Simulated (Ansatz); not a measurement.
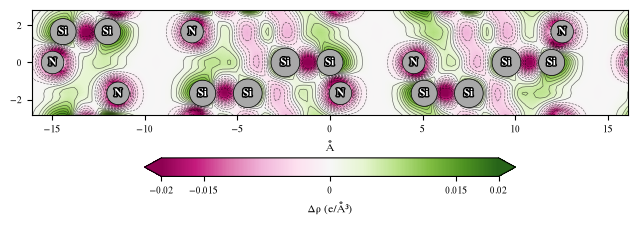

Si₅N₃. Difference of the valence pseudo-densities of two functionals at the same geometry, on the (110) plane of the calculation cell: one of PBE and r2SCAN less the other.

Space group P-3m1; a generated structure, not necessarily the stable one.

Both computed with Ansatz (plane waves, PAW), on the same k-point mesh. Grey discs cover the atomic cores.

Question: Which was subtracted from which, and what does the map show?

Answer: It is PBE less r2SCAN. Against r2SCAN, PBE gives less density around N (−0.013 e/Å³ on average at 0.8 Å from the nucleus) and a change of −0.013 e/Å³ at the midpoint of Si–N and −0.023 e/Å³ at the midpoint of Si–Si.
